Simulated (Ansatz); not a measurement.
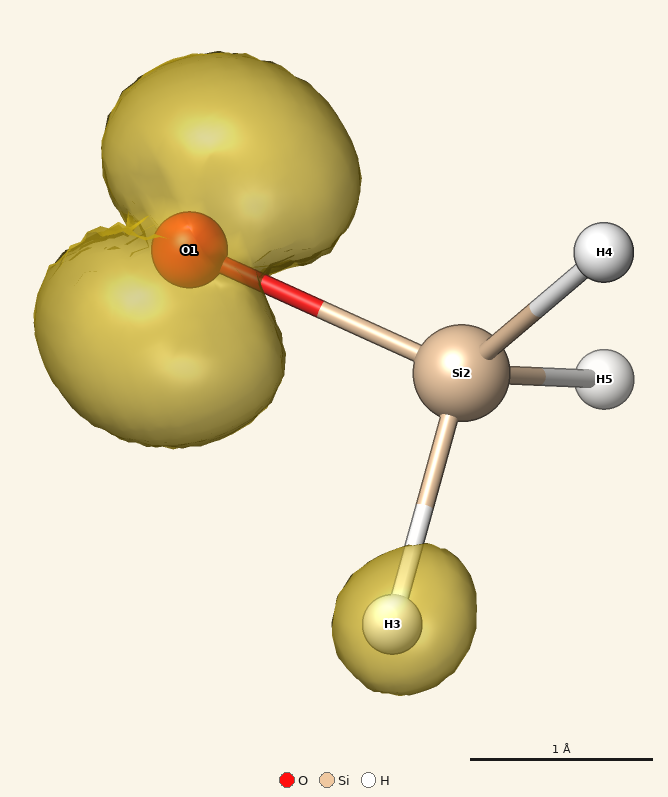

Figure 1: H$_{3}$OSi (SMILES [O][SiH3]) (doublet). Isosurfaces of the spin density at +0.06 (yellow) and −0.06 e/Å³ (cyan), seen from one side.

Geometry: PBE0-D4/def2-TZVP.

These are results of isolated molecule in a Gaussian basis; Kohn-Sham density functional theory, functional PBE0 (Ansatz 0.2.0), not measurements.

```xyz
5

O     0.5918    0.8287    0.8403
Si   -0.3162    1.7862   -0.1621
H    -1.1144    0.7488   -0.8810
H     0.5179    2.5552   -1.1210
H    -1.2129    2.7032    0.5872
```

> Describe the spin distribution.

The unpaired spin (1 electron) lies mostly on O1 (about 0.8), in electrons by Hirshfeld's partition.
